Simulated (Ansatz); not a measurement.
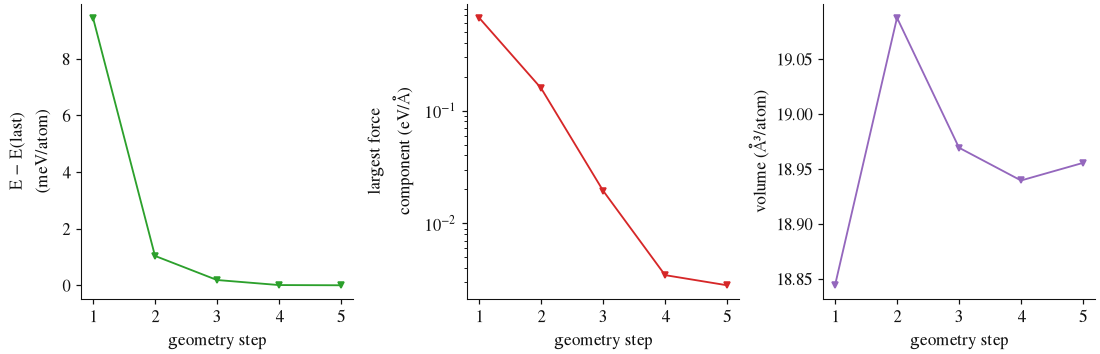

History of a geometry optimisation. Atoms and cell relax. A closing SCF on a freshly chosen basis isn't drawn.

```
crystal:
  lattice:
    - [0.0, 3.818666, 0.0]
    - [3.818666, 0.0, 0.0]
    - [1.909333, 1.909333, -6.461311]
  atoms:
    - { symbol: S, position: [0.36, 0.36, 0.28], spin: 3.0 }
    - { symbol: S, position: [0.64, 0.64, 0.72], spin: 2.0 }
    - { symbol: K, position: [0.0, 0.0, 0.0], spin: 1.0 }
    - { symbol: Rh, position: [0.75, 0.25, 0.5], spin: 1.0 }
    - { symbol: Rh, position: [0.25, 0.75, 0.5], spin: 2.0 }
  symmetry: { tolerance: 0.0003 }
kpoints:
  mp_grid: { grid: [5, 5, 5], shift: [0, 0, 0] }
magnetization:
  spin_polarized: true
scf:
  occupations: { method: fermi_dirac, width: 0.0675 }
  eigensolver: { kind: davidson }
hamiltonian:
  pseudopotentials: { kind: paw }
  xc: pbesol
basis:
  ecutwfc: 420
output:
  forces: true
  stress: true
  eigenvalues: true
  write_density: true
  write_potential: true
  elf: true
  volumetric_format: npy
relax:
  max_steps: 40
  cell: {}
```

Launched with:
```bash
ansatz run input.yaml --threads 1 --pin off --max-ram 2560MiB --backend cpu --events-out ev --progress --plain --runs-dir out
```

> How did it end, and what did it gain?

The optimisation met its thresholds at geometry 5, counting the start as the first. The energy fell by about 9.4 meV/atom from the first step to the last. The largest force component goes from about 0.66 eV/Å at the start to 2.8 × 10⁻³ eV/Å at the end.

> What happens to the cell?

The volume grows from 18.84 to 18.96 Å³ per atom (+0.6 %), overshooting to 19.09 at step 2. The start was compressed.

The electronic state followed here needn't be the lowest one.
